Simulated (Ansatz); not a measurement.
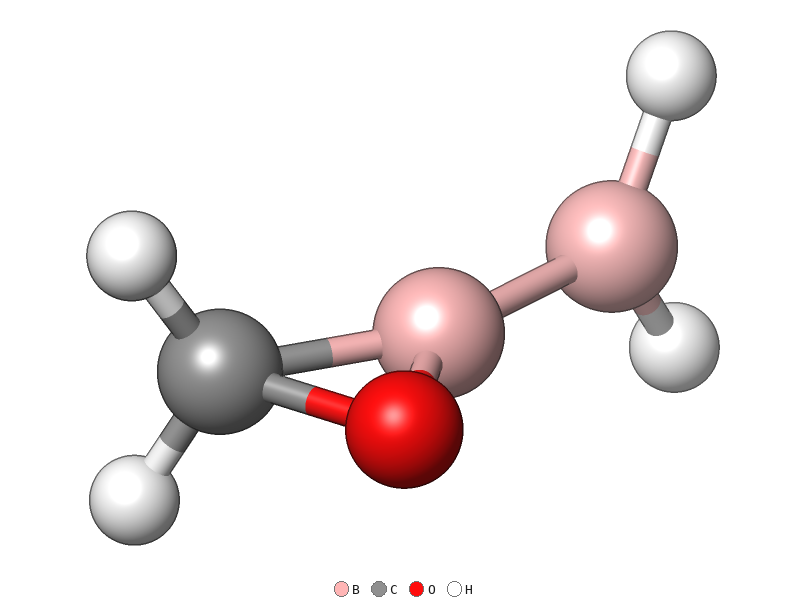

The picture shows a molecular structure as a ball-and-stick model.

The computed structure is the end point of a PBE0-D4/def2-TZVP optimisation.

Identify the structure.

Formula CH4B2O. As SMILES it reads `BB1CO1`. Independent rings (smallest set): 1 of 3 members. Among its groups: B–H bond. This geometry has Cs symmetry. Coordination, clear cases only: 1 B trigonal planar.

More results for the same structure follow; atom numbers are the same in all pictures, views and colours differ.

**Electronic properties**

Level of theory: RKS B3LYP-D4/def2-TZVPP (Ansatz 0.2.0).

> Give the dipole moment at this level.

1.17 D.

> Estimate the LUMO energy (Kohn–Sham orbital).

−2.44 eV.

> Give the dispersion correction at this level.

−16.6 kJ/mol.

> Give the HOMO energy (Kohn–Sham orbital) at this level.

−7.75 eV.

**Thermal motion**

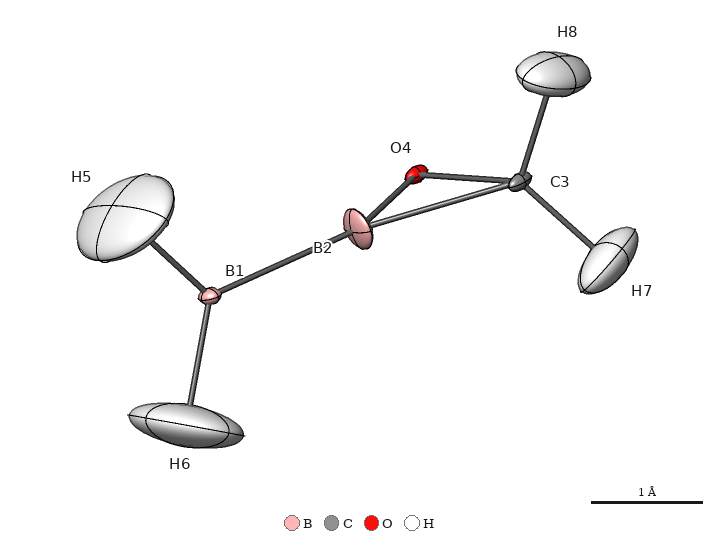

Displacement ellipsoids at the 50 % level, enlarged 1.5 times, from the internal vibrations of the free molecule (harmonic, no overall translation or rotation; no half-axis is drawn under 0.075 Å). Vibrations computed with RKS PBE0-D4/def2-TZVP (Ansatz 0.2.0). Temperature: 400 K.

> Which atom has the largest mean-square displacement?

H5, H6, with U_eq = 0.0401 Å².

> Does H5 move more along its bond or across it?

Across it: the root-mean-square amplitude is 0.083 Å along the bond and up to 0.267 Å across, since bending and torsion are softer than stretching.

List U_eq and the three principal root-mean-square amplitudes for each kind of atom.

| atom | U_eq (Å²) | rms amplitudes (Å) |
| --- | --- | --- |
| B1 | 0.0018 | 0.027, 0.043, 0.053 |
| B2 | 0.0054 | 0.031, 0.084, 0.090 |
| C3 | 0.0019 | 0.029, 0.033, 0.062 |
| O4 | 0.0014 | 0.025, 0.027, 0.054 |
| H5, H6 | 0.0401 | 0.083, 0.205, 0.267 |
| H7, H8 | 0.0178 | 0.078, 0.119, 0.182 |

**Charges**

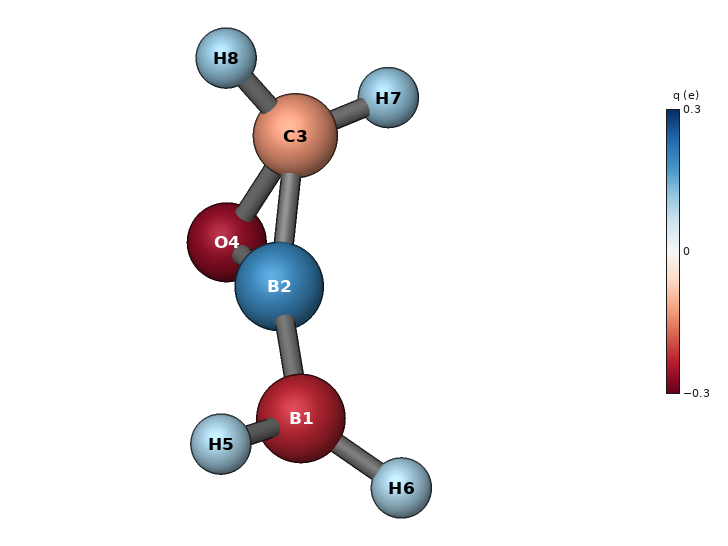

Atoms are coloured by their Mulliken charges. Level of theory: RKS ωB97M-V/def2-TZVPP (Ansatz 0.2.0).

> Which atom carries the highest charge (most positive or least negative)?

B2 (0.20 e).

> And the lowest?

O4 (−0.26 e).

List the Mulliken charges.

```
atom  value (e)
  B1      −0.23
  B2       0.20
  C3      −0.13
  O4      −0.26
  H5       0.10
  H6       0.10
  H7       0.12
  H8       0.12
```

Mulliken values depend strongly on the basis set and can even reverse the polarity of a bond.
